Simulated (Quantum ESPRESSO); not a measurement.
# E(M) of MnSi

Aim: the energy of MnSi as a function of the total spin moment of its primitive cell.

Main program and level: Quantum ESPRESSO 7.5; PBE; plane waves with GBRV 1.5 PBE potentials, no spin-orbit coupling.

### Step 1. The starting structure

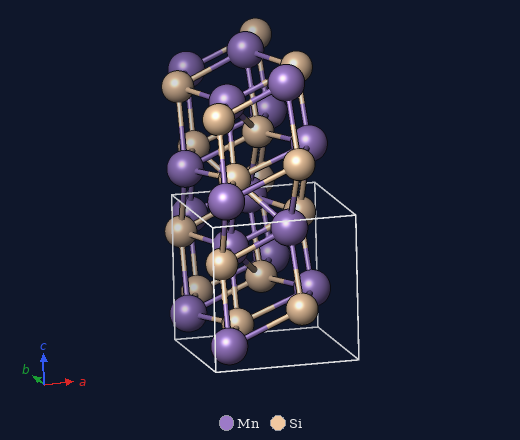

The cell as given, slightly off an axis (manganese light purple, silicon light orange). 1×2×2 cells are drawn.

The lattice constants were typed from memory of published values and not checked against a source.

### Step 2. No moment imposed

pw.in

```
&CONTROL
  calculation = 'scf'
  prefix = 'pwscf'
  outdir = './tmp'
  pseudo_dir = './pseudo'
  disk_io = 'nowf'
/
&SYSTEM
  ibrav = 0
  celldm(1) = 8
  nat = 8
  ntyp = 2
  ecutwfc = 40
  ecutrho = 280
  nbnd = 57
  occupations = 'smearing'
  smearing = 'fd'
  degauss = 0.00367493
  nspin = 2
  starting_magnetization(1) = 0.2333
  starting_magnetization(2) = 0
/
&ELECTRONS
  conv_thr = 1.6d-08
  electron_maxstep = 150
  mixing_beta = 0.3
/
ATOMIC_SPECIES
Mn     54.9380 mn_pbe_v1.5.uspp.F.UPF
Si     28.0850 si_pbe_v1.uspp.F.UPF
CELL_PARAMETERS alat
   1.0766714595055    0.0000000000000    0.0000000000000
   0.0000000000000    1.0766714595055    0.0000000000000
   0.0000000000000    0.0000000000000    1.0766714595055
ATOMIC_POSITIONS crystal
Mn      0.1370000000    0.1370000000    0.1370000000
Mn      0.6370000000    0.3630000000    0.8630000000
Mn      0.8630000000    0.6370000000    0.3630000000
Mn      0.3630000000    0.8630000000    0.6370000000
Si      0.8450000000    0.8450000000    0.8450000000
Si      0.3450000000    0.6550000000    0.1550000000
Si      0.1550000000    0.3450000000    0.6550000000
Si      0.6550000000    0.1550000000    0.3450000000
K_POINTS automatic
6 6 6 0 0 0
```

Command:

```sh
> OMP_NUM_THREADS=1 mpirun -n 4 pw.x -nk 4 -in pw.in > pw.out
```

What it wrote:

```text
Program PWSCF v.7.5 starts

     Message from routine setup:
     using ibrav=0 with symmetry is DISCOURAGED, use correct ibrav instead

     K-points division:     npool     =       4
     Subspace diagonalization in iterative solution of the eigenvalue problem:

     G-vector sticks info
     --------------------
     sticks:   dense  smooth     PW     G-vecs:    dense   smooth      PW
     Sum        1649     949    293                50685    21879    3695

     Using Slab Decomposition

     bravais-lattice index     =            0
     lattice parameter (alat)  =       8.0000  a.u.
     unit-cell volume          =     639.0275 (a.u.)^3
     number of atoms/cell      =            8
     number of atomic types    =            2
     number of electrons       =        76.00
     number of Kohn-Sham states=           57
     kinetic-energy cutoff     =      40.0000  Ry
     charge density cutoff     =     280.0000  Ry
     scf convergence threshold =      1.6E-08
     mixing beta               =       0.3000
     number of iterations used =            8  plain     mixing
     Exchange-correlation= SLA  PW   PBE  PBE
                           (   1   4   3   4   0   0   0)

     celldm(1)=   8.000000  celldm(2)=   0.000000  celldm(3)=   0.000000
     celldm(4)=   0.000000  celldm(5)=   0.000000  celldm(6)=   0.000000

     crystal axes: (cart. coord. in units of alat)
               a(1) = (   1.076671   0.000000   0.000000 )
               a(2) = (   0.000000   1.076671   0.000000 )
               a(3) = (   0.000000   0.000000   1.076671 )

     reciprocal axes: (cart. coord. in units 2 pi/alat)
               b(1) = (  0.928788  0.000000  0.000000 )
               b(2) = (  0.000000  0.928788  0.000000 )
               b(3) = (  0.000000  0.000000  0.928788 )

     PseudoPot. # 1 for Mn read from file:
     mn_pbe_v1.5.uspp.F.UPF
     Pseudo is Ultrasoft + core correction, Zval = 15.0
     Generated by new atomic code, or converted to UPF format
     Using radial grid of  859 points,  6 beta functions with:
                l(1) =   0
                l(2) =   0
                l(3) =   1
                l(4) =   1
                l(5) =   2
                l(6) =   2
     Q(r) pseudized with  8 coefficients,  rinner =    0.950   0.950   0.950
                                                       0.950   0.950

     PseudoPot. # 2 for Si read from file:
     si_pbe_v1.uspp.F.UPF
     Pseudo is Ultrasoft + core correction, Zval =  4.0
     Generated by new atomic code, or converted to UPF format
     Using radial grid of  899 points,  6 beta functions with:
                l(1) =   0
                l(2) =   0
                l(3) =   1
                l(4) =   1
                l(5) =   2
                l(6) =   2
     Q(r) pseudized with  8 coefficients,  rinner =    0.900   0.900   0.900
                                                       0.900   0.900

     atomic species   valence    mass     pseudopotential
     Mn               15.00    54.93800     Mn( 1.00)
     Si                4.00    28.08500     Si( 1.00)

     Starting magnetic structure
     atomic species   magnetization
     Mn              0.233
     Si              0.000

     12 Sym. Ops. (no inversion) found ( 9 have fractional translation)

   Cartesian axes

     site n.     atom                  positions (alat units)
         1        Mn     tau(   1) = (   0.1475040   0.1475040   0.1475040  )
         2        Mn     tau(   2) = (   0.6858397   0.3908317   0.9291675  )
         3        Mn     tau(   3) = (   0.9291675   0.6858397   0.3908317  )
         4        Mn     tau(   4) = (   0.3908317   0.9291675   0.6858397  )
         5        Si     tau(   5) = (   0.9097874   0.9097874   0.9097874  )
         6        Si     tau(   6) = (   0.3714517   0.7052198   0.1668841  )
         7        Si     tau(   7) = (   0.1668841   0.3714517   0.7052198  )
         8        Si     tau(   8) = (   0.7052198   0.1668841   0.3714517  )

     number of k points=    24  Fermi-Dirac smearing, width (Ry)=  0.0037
                       cart. coord. in units 2pi/alat
        k(    1) = (   0.0000000   0.0000000   0.0000000), wk =   0.0046296
        k(    2) = (   0.0000000   0.0000000   0.1547981), wk =   0.0277778
        k(    3) = (   0.0000000   0.0000000   0.3095961), wk =   0.0277778
        k(    4) = (   0.0000000   0.0000000  -0.4643942), wk =   0.0138889
        k(    5) = (   0.0000000   0.1547981   0.1547981), wk =   0.0555556
        [... 19 further k-points ...]

     Dense  grid:    50685 G-vectors     FFT dimensions: (  48,  48,  48)

     Smooth grid:    21879 G-vectors     FFT dimensions: (  36,  36,  36)

     Check: negative core charge=   -0.000039
     Generating pointlists ...
     new r_m :   0.2246 (alat units)  1.7970 (a.u.) for type    1
     new r_m :   0.2246 (alat units)  1.7970 (a.u.) for type    2

     Initial potential from superposition of free atoms

     starting charge      73.9970, renormalised to      76.0000
     Starting wfcs are   68 randomized atomic wfcs

     Self-consistent Calculation

     iteration #  1     ecut=    40.00 Ry     beta= 0.30
     Davidson diagonalization with overlap
     ethr =  1.00E-02,  avg # of iterations =  4.5

     total energy              =    -881.37344912 Ry
     estimated scf accuracy    <       7.35899025 Ry

     total magnetization       =     6.49 Bohr mag/cell
     absolute magnetization    =     7.73 Bohr mag/cell

     iteration #  2     ecut=    40.00 Ry     beta= 0.30
     Davidson diagonalization with overlap
     ethr =  9.68E-03,  avg # of iterations =  2.3

     total energy              =    -882.95534778 Ry
     estimated scf accuracy    <       3.61763473 Ry

     total magnetization       =     8.05 Bohr mag/cell
     absolute magnetization    =     9.34 Bohr mag/cell

     iteration #  3     ecut=    40.00 Ry     beta= 0.30
     Davidson diagonalization with overlap
     ethr =  4.76E-03,  avg # of iterations =  1.1

     total energy              =    -883.44062885 Ry
     estimated scf accuracy    <       0.10697505 Ry

     total magnetization       =     7.90 Bohr mag/cell
     absolute magnetization    =     9.31 Bohr mag/cell

     [... further iterations left out ...]

     iteration # 24     ecut=    40.00 Ry     beta= 0.30
     Davidson diagonalization with overlap
     ethr =  3.17E-10,  avg # of iterations =  2.1

     total energy              =    -883.48753174 Ry
     estimated scf accuracy    <       0.00000129 Ry

     total magnetization       =     3.97 Bohr mag/cell
     absolute magnetization    =     4.69 Bohr mag/cell

     iteration # 25     ecut=    40.00 Ry     beta= 0.30
     Davidson diagonalization with overlap
     ethr =  3.17E-10,  avg # of iterations =  3.0

     total energy              =    -883.48753238 Ry
     estimated scf accuracy    <       0.00000005 Ry

     total magnetization       =     3.97 Bohr mag/cell
     absolute magnetization    =     4.68 Bohr mag/cell

     iteration # 26     ecut=    40.00 Ry     beta= 0.30
     Davidson diagonalization with overlap
     ethr =  6.96E-11,  avg # of iterations =  2.6

     total energy              =    -883.48753250 Ry
     estimated scf accuracy    <       0.00000004 Ry

     total magnetization       =     3.97 Bohr mag/cell
     absolute magnetization    =     4.68 Bohr mag/cell

     iteration # 27     ecut=    40.00 Ry     beta= 0.30
     Davidson diagonalization with overlap
     ethr =  5.32E-11,  avg # of iterations =  2.4

     Magnetic moment per site  (integrated on atomic sphere of radius R)
     atom   1 (R=0.225)  charge= 12.9916  magn=  1.0182
     atom   2 (R=0.225)  charge= 12.9916  magn=  1.0182
     atom   3 (R=0.225)  charge= 12.9916  magn=  1.0182
     atom   4 (R=0.225)  charge= 12.9916  magn=  1.0182
     atom   5 (R=0.225)  charge=  1.7525  magn= -0.0458
     atom   6 (R=0.225)  charge=  1.7525  magn= -0.0458
     atom   7 (R=0.225)  charge=  1.7525  magn= -0.0458
     atom   8 (R=0.225)  charge=  1.7525  magn= -0.0458

     End of self-consistent calculation

     [... lines left out ...]
     the Fermi energy is    15.5147 ev

!    total energy              =    -883.48753254 Ry
     estimated scf accuracy    <          3.6E-09 Ry
     smearing contrib. (-TS)   =      -0.00331252 Ry
     internal energy E=F+TS    =    -883.48422002 Ry

     The total energy is F=E-TS. E is the sum of the following terms:
     one-electron contribution =    -463.03732775 Ry
     hartree contribution      =     272.46918566 Ry
     xc contribution           =    -124.06888876 Ry
     ewald contribution        =    -568.84718916 Ry

     total magnetization       =     3.97 Bohr mag/cell
     absolute magnetization    =     4.68 Bohr mag/cell

     convergence has been achieved in  27 iterations

=------------------------------------------------------------------------------=
   JOB DONE.
=------------------------------------------------------------------------------=
```

The job ended after 92 s (4 MPI ranks of Arm Neoverse V2, shared host; peak memory 0.59 GiB).

Spin moment in the atom's sphere by atom:

```csv
atom,spin moment in the atom's sphere (μB)
Mn1,1.02
Mn2,1.02
Mn3,1.02
Mn4,1.02
Si5,-0.05
Si6,-0.05
Si7,-0.05
Si8,-0.05
```

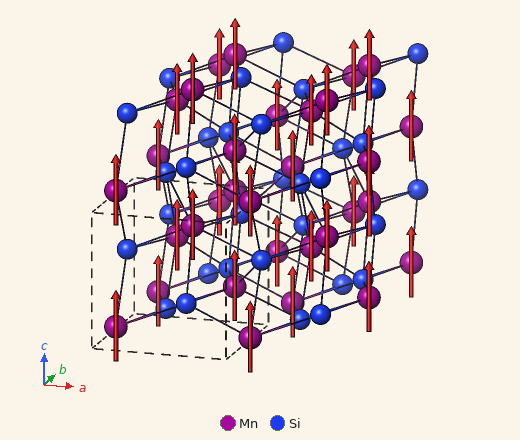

Spin moment in the atom's sphere as arrows, the longest 1.02 μB. Up and down stand for the sign. Arrows give size and sign along the axis of quantisation, drawn up and down the page. 2×2×2 cells are drawn.

This step gave:

```yaml
smearing_term_ts: 0.04507 eV
magnetization: 3.969 μB
absolute_magnetization: 4.681 μB
final_state: ferromagnetic
```

### Step 3. Moment fixed at 0 μB

The two spin channels are filled to separate Fermi energies, so that the total moment meets the target. Half of the up one less the down one is the slope dE/dM.

Edit pw.in of step 2 so:

```diff
@@ -14,3 +14,3 @@
   ecutrho = 280
-  nbnd = 57
+  nbnd = 54
   occupations = 'smearing'
@@ -19,4 +19,5 @@
   nspin = 2
-  starting_magnetization(1) = 0.2333
+  starting_magnetization(1) = 0.0117
   starting_magnetization(2) = 0
+  tot_magnetization = 0
 /
```

What it wrote:

```text
     [... lines left out ...]
Program PWSCF v.7.5 starts
     [... lines left out ...]
     number of atoms/cell      =            8
     [... lines left out ...]
     number of electrons       =        76.00 (up:  38.00, down:  38.00)
     number of Kohn-Sham states=           54
     kinetic-energy cutoff     =      40.0000  Ry
     charge density cutoff     =     280.0000  Ry
     scf convergence threshold =      1.6E-08
     [... lines left out ...]
     12 Sym. Ops. (no inversion) found ( 9 have fractional translation)
     [... lines left out ...]
     number of k points=    24  Fermi-Dirac smearing, width (Ry)=  0.0037
     [... lines left out ...]
     iteration # 13     ecut=    40.00 Ry     beta= 0.30
     [... lines left out ...]
     Magnetic moment per site  (integrated on atomic sphere of radius R)
     atom   1 (R=0.225)  charge= 12.9931  magn=  0.0000
     atom   2 (R=0.225)  charge= 12.9931  magn=  0.0000
     atom   3 (R=0.225)  charge= 12.9931  magn=  0.0000
     atom   4 (R=0.225)  charge= 12.9931  magn=  0.0000
     atom   5 (R=0.225)  charge=  1.7500  magn= -0.0000
     atom   6 (R=0.225)  charge=  1.7500  magn= -0.0000
     atom   7 (R=0.225)  charge=  1.7500  magn= -0.0000
     atom   8 (R=0.225)  charge=  1.7500  magn= -0.0000
     [... lines left out ...]
     the spin up/dw Fermi energies are    15.4029   15.4029 ev
!    total energy              =    -883.46882435 Ry
     estimated scf accuracy    <          6.2E-10 Ry
     smearing contrib. (-TS)   =      -0.00643490 Ry
     [... lines left out ...]
     total magnetization       =    -0.00 Bohr mag/cell
     absolute magnetization    =     0.00 Bohr mag/cell
     convergence has been achieved in  13 iterations
```

Run time: 44 s. Hardware: 4 MPI ranks; peak memory 0.58 GiB; 2.9 min of CPU time.

Numbers from this step:

| Item | Value |
| --- | --- |
| magnetization | 0 μB |
| absolute magnetization | 0 μB |
| half the difference of the two Fermi energies | 0 meV |
| largest moment | 0 μB |

### Step 4. Moment fixed at 0.708 μB

Edit pw.in of step 3 so:

```diff
@@ -19,5 +19,5 @@
   nspin = 2
-  starting_magnetization(1) = 0.0117
+  starting_magnetization(1) = 0.0118
   starting_magnetization(2) = 0
-  tot_magnetization = 0
+  tot_magnetization = 0.708
 /
```

What it wrote:

```text
     [... lines left out ...]
Program PWSCF v.7.5 starts
     [... lines left out ...]
     number of atoms/cell      =            8
     [... lines left out ...]
     number of electrons       =        76.00 (up:  38.35, down:  37.65)
     number of Kohn-Sham states=           54
     kinetic-energy cutoff     =      40.0000  Ry
     charge density cutoff     =     280.0000  Ry
     scf convergence threshold =      1.6E-08
     [... lines left out ...]
     12 Sym. Ops. (no inversion) found ( 9 have fractional translation)
     [... lines left out ...]
     number of k points=    24  Fermi-Dirac smearing, width (Ry)=  0.0037
     [... lines left out ...]
     iteration # 13     ecut=    40.00 Ry     beta= 0.30
     [... lines left out ...]
     Magnetic moment per site  (integrated on atomic sphere of radius R)
     atom   1 (R=0.225)  charge= 12.9931  magn=  0.1871
     atom   2 (R=0.225)  charge= 12.9931  magn=  0.1871
     atom   3 (R=0.225)  charge= 12.9931  magn=  0.1871
     atom   4 (R=0.225)  charge= 12.9931  magn=  0.1871
     atom   5 (R=0.225)  charge=  1.7501  magn= -0.0099
     atom   6 (R=0.225)  charge=  1.7501  magn= -0.0099
     atom   7 (R=0.225)  charge=  1.7501  magn= -0.0099
     atom   8 (R=0.225)  charge=  1.7501  magn= -0.0099
     [... lines left out ...]
     the spin up/dw Fermi energies are    15.3660   15.4439 ev
!    total energy              =    -883.46983626 Ry
     estimated scf accuracy    <       0.00000001 Ry
     smearing contrib. (-TS)   =      -0.00641442 Ry
     [... lines left out ...]
     total magnetization       =     0.71 Bohr mag/cell
     absolute magnetization    =     0.87 Bohr mag/cell
     convergence has been achieved in  13 iterations
```

Run time: 43 s. Hardware: 4 MPI ranks; peak memory 0.51 GiB.

Spin moment in the atom's sphere by atom:

```csv
atom,spin moment in the atom's sphere (μB)
Mn1,0.187
Mn2,0.187
Mn3,0.187
Mn4,0.187
Si5,-0.010
Si6,-0.010
Si7,-0.010
Si8,-0.010
```

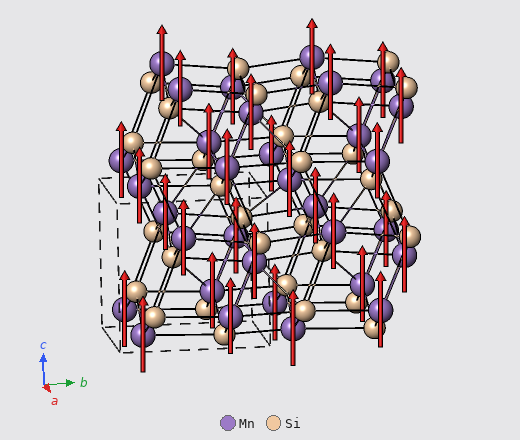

Spin moment in the atom's sphere as arrows, the longest 0.187 μB. Up and down stand for the sign. Arrows give size and sign along the axis of quantisation, drawn up and down the page. 2×2×2 cells are drawn.

Numbers from this step:

```
magnetization                                 : 0.708 μB
absolute magnetization                        : 0.87 μB
half the difference of the two Fermi energies : -38.9 meV
```

### Step 5. Moment fixed at 1.415 μB

Edit pw.in of step 4 so:

```diff
@@ -19,5 +19,5 @@
   nspin = 2
-  starting_magnetization(1) = 0.0118
+  starting_magnetization(1) = 0.0236
   starting_magnetization(2) = 0
-  tot_magnetization = 0.708
+  tot_magnetization = 1.415
 /
```

What it wrote:

```text
     [... lines left out ...]
Program PWSCF v.7.5 starts
     [... lines left out ...]
     number of atoms/cell      =            8
     [... lines left out ...]
     number of electrons       =        76.00 (up:  38.71, down:  37.29)
     number of Kohn-Sham states=           54
     kinetic-energy cutoff     =      40.0000  Ry
     charge density cutoff     =     280.0000  Ry
     scf convergence threshold =      1.6E-08
     [... lines left out ...]
     12 Sym. Ops. (no inversion) found ( 9 have fractional translation)
     [... lines left out ...]
     number of k points=    24  Fermi-Dirac smearing, width (Ry)=  0.0037
     [... lines left out ...]
     iteration # 12     ecut=    40.00 Ry     beta= 0.30
     [... lines left out ...]
     Magnetic moment per site  (integrated on atomic sphere of radius R)
     atom   1 (R=0.225)  charge= 12.9930  magn=  0.3735
     atom   2 (R=0.225)  charge= 12.9930  magn=  0.3735
     atom   3 (R=0.225)  charge= 12.9930  magn=  0.3735
     atom   4 (R=0.225)  charge= 12.9930  magn=  0.3735
     atom   5 (R=0.225)  charge=  1.7503  magn= -0.0197
     atom   6 (R=0.225)  charge=  1.7503  magn= -0.0197
     atom   7 (R=0.225)  charge=  1.7503  magn= -0.0197
     atom   8 (R=0.225)  charge=  1.7503  magn= -0.0197
     [... lines left out ...]
     the spin up/dw Fermi energies are    15.3352   15.4864 ev
!    total energy              =    -883.47283987 Ry
     estimated scf accuracy    <          3.9E-09 Ry
     smearing contrib. (-TS)   =      -0.00597476 Ry
     [... lines left out ...]
     total magnetization       =     1.41 Bohr mag/cell
     absolute magnetization    =     1.74 Bohr mag/cell
     convergence has been achieved in  12 iterations
```

Wall time 40 s (4 MPI ranks); peak memory 0.48 GiB.

This step gave:

| Item | Value |
| --- | --- |
| magnetization | 1.415 μB |
| absolute magnetization | 1.736 μB |
| half the difference of the two Fermi energies | -75.6 meV |
| largest moment | 0.3735 μB |

### Step 6. All moments

The runs not shown differ in the target, the start and the number of states alone. The point at 3.97 μB is the free run, entered with slope zero.

Energy over the lowest against total spin moment:

```csv
total spin moment (μB a cell),energy over the lowest (meV a cell)
0.00,255
0.71,241
1.42,200
2.12,137
2.83,69.1
3.54,15.8
3.97,0
4.25,10.0
4.95,53.4
5.66,103
6.37,163
```

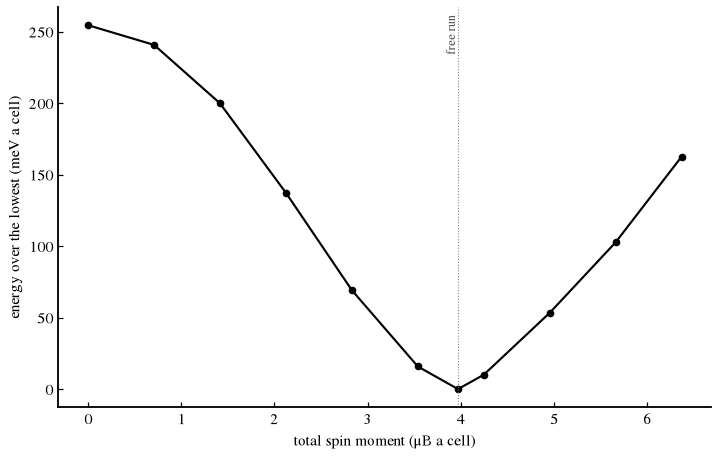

Energy over the lowest against total spin moment.

Table of dE/dM by total spin moment:

```csv
total spin moment (μB a cell),dE/dM (meV/μB)
0.00,-0.0271
0.71,-38.9
1.42,-75.6
2.12,-97.4
2.83,-90.0
3.54,-56.7
3.97,0
4.25,54.2
4.95,63.9
5.66,78.1
6.37,89.3
```

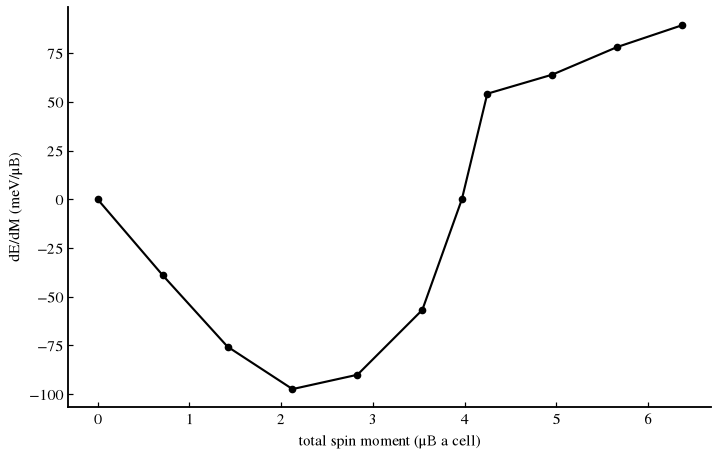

dE/dM against total spin moment.

Largest site moment against total spin moment:

```csv
total spin moment (μB a cell),largest site moment (μB)
0.00,2.3e-5
0.71,0.187
1.42,0.373
2.12,0.559
2.83,0.741
3.54,0.915
3.97,1.02
4.25,1.09
4.95,1.27
5.66,1.45
6.37,1.63
```

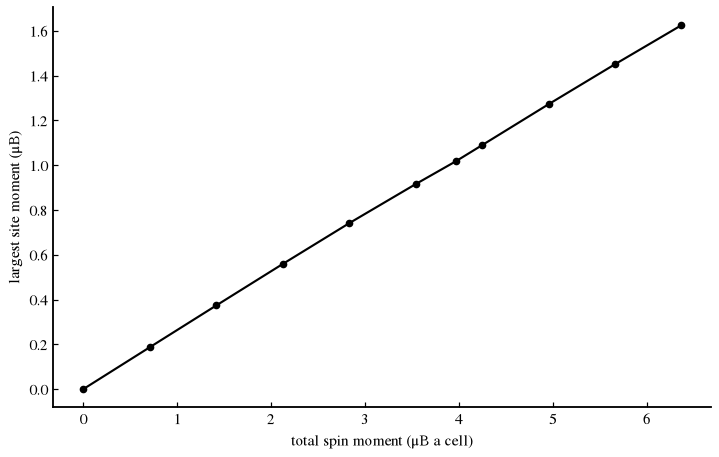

Largest site moment, plotted against total spin moment.

### Step 7. Summary of results

```yaml
moment_of_the_free_run: 3.97 μB a cell
energy_at_zero_total_moment: 255 meV a cell over the lowest
delta_e_delta_m2_from_the_lowest_point_to_4p25_and_to_3p54_mu_b: 131 and 85 meV/μB²
```

At zero total moment the site moments vanish, so the 255 meV a cell is the energy of forming them. The points show one minimum alone. All runs start parallel; opposed orders may lie lower.

[Logs and program files are shortened in this print: banners, set-up blocks, solver, clock and traceback lines can be left out without a mark of their own.]

[Logs are printed without paths, hosts, clocks, repeated set-up lines and the standing remarks that a program may print on its own settings, such as how far it seeks lower states.]

[Hosts, paths, dates, database ids (printed as entryN), source tags and the programs' standing remarks are cut or masked in the printed files.]

[Where a cell is said to come from a database of computed structures, the database is the Materials Project.]
